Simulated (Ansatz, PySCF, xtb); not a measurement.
HI (SMILES I) and Si2H6 (SMILES [SiH3][SiH3]) are pulled apart as rigid monomers along the line of their centres of mass, from the B3LYP-D3(BJ)/def2-TZVP minimum. Starting geometry (charge 0, multiplicity 1):
| atom | x (Å) | y (Å) | z (Å) |
|---|---|---|---|
| I | -0.6121 | -0.3548 | -0.5704 |
| H | 0.3242 | -0.2524 | 0.7434 |
| Si | -0.4044 | 0.0234 | 3.7397 |
| Si | 0.0900 | 0.2066 | 6.0238 |
| H | -1.2236 | -1.1819 | 3.4706 |
| H | 0.8545 | -0.0902 | 2.9573 |
| H | -1.1374 | 1.2189 | 3.2600 |
| H | -1.1627 | 0.3253 | 6.8085 |
| H | 0.9245 | 1.4070 | 6.2716 |
| H | 0.8303 | -0.9931 | 6.4842 |

Interaction energies with rigid monomers; basis-set methods are counterpoise corrected unless marked otherwise.

Frozen-core correlation. Filled d and f shells under p-block atoms count as core.

Codes used: Ansatz (Gaussian orbitals); PySCF for the dispersion terms; xtb for the GFN methods. Each number belongs to the level named beside it. In def2 rows elements past Kr take small-core potentials, without spin–orbit coupling.

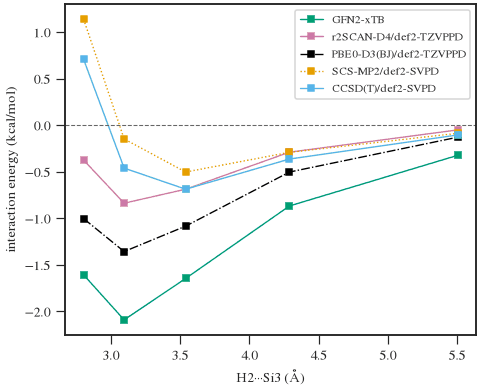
Fig. 1. Interaction energy against separation

Question: Which level binds most strongly at H2···Si3 = 3.10, and by how much?

Answer: GFN2-xTB, -2.1 kcal/mol.

Ansatz is a program for electronic structure.
